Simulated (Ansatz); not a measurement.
## Electronic structure of Cl$_{2}$FGeH in real space

Input

```
crystal:
  periodic: [false, false, false]
  atoms:
    - { symbol: Ge, position_ang: [0.0, 0.0, 0.0] }
    - { symbol: H, position_ang: [0.0, 0.0, 1.55] }
    - { symbol: F, position_ang: [1.5842, 0.0, -0.5594] }
    - { symbol: Cl, position_ang: [-1.0456, 1.8115, -0.7393] }
    - { symbol: Cl, position_ang: [-1.0456, -1.8115, -0.7393] }
basis:
  gaussian: { orbitals: def2-SVP }
hamiltonian:
  xc: b3lyp
relax:
  f_tol: 0.02
  max_steps: 40
output:
  orbitals: {}
```

Launched as:

```sh
ansatz run input.yaml --threads 1 --pin off --max-ram 2048MiB --backend cpu --events-out ev --progress --plain --runs-dir out
```

The fields are those of the run's last geometry, not of the input's.

These are results of RKS B3LYP/def2-SVP in Ansatz 0.2.0, not measurements.

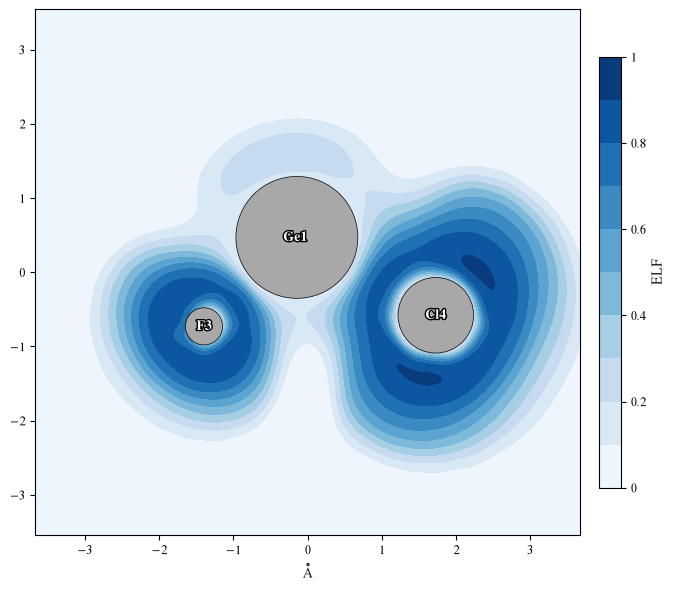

Figure 1. Electron localisation function on the plane of atoms F3, Ge1 and Cl4. Grey discs cover the atomic cores.

### Interpret the plot.

Atoms in the plane: Ge, F and Cl.
Ge–F (1.73 Å): the ELF peaks at about 0.80 in the valence shell of F, 0.5 Å from its nucleus, and is about 0.20 at the midpoint.
Ge–Cl (2.15 Å): the ELF peaks at about 0.85 in the valence shell of Cl, 0.8 Å from its nucleus, and is about 0.65 at the midpoint.
The ELF also peaks beside Cl4 and F3, away from the bonds: lone-pair regions.

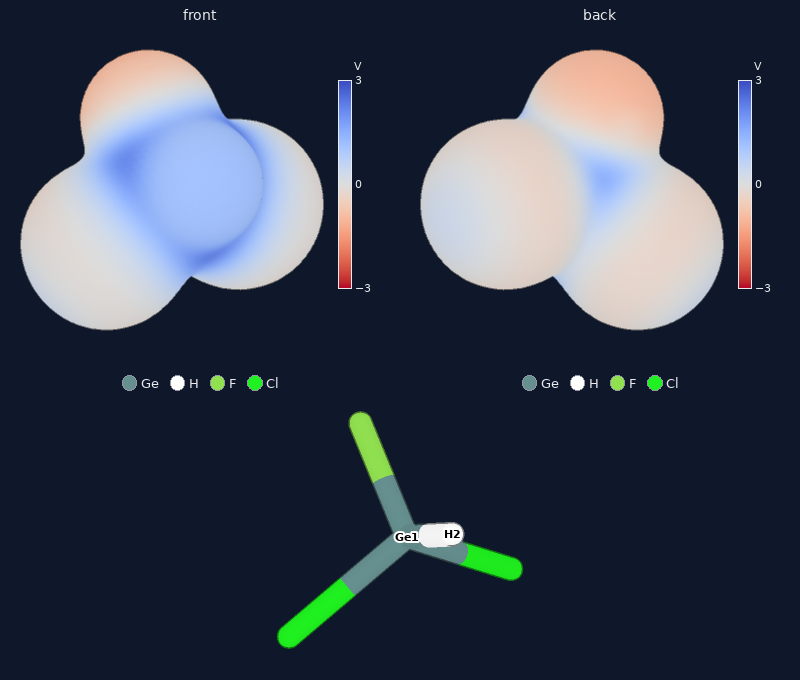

Figure 2. The molecular electrostatic potential painted on the density surface at 0.002 e/bohr³, seen from the front and from behind; the colour scale runs from red (negative) to blue (positive). The bare structure is drawn below in the same view.

### Describe the electrostatic potential map.

The most negative region (about −1.0 V) lies over F3, the most positive (about +2.0 V) over Ge1. Cl4 shows a σ-hole: about +0.3 V at the tip opposite its bond, against about −0.1 V on its flanks. Cl5 shows a σ-hole: about +0.3 V at the tip opposite its bond, against about −0.1 V on its flanks.

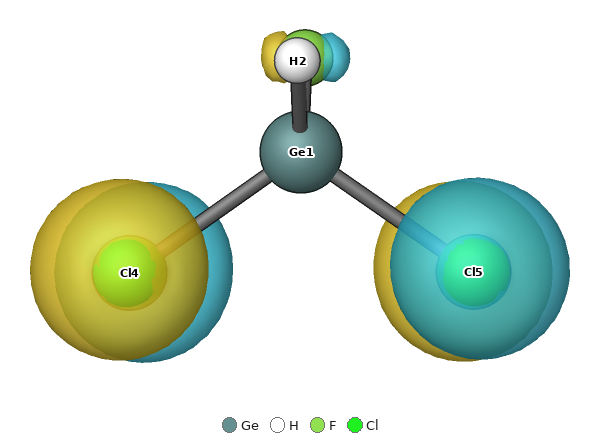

Figure 3. The HOMO−1 at ±0.15 Å⁻³ᐟ² (yellow and cyan are the two phases), seen across its widest extent.

### Where does this orbital lie, and at what energy?

By Hirshfeld shares it lies mainly on Cl4 (about 45 %) and Cl5 (about 45 %); largely a combination of lone pairs on Cl4 and Cl5. Its energy is −9.27 eV.
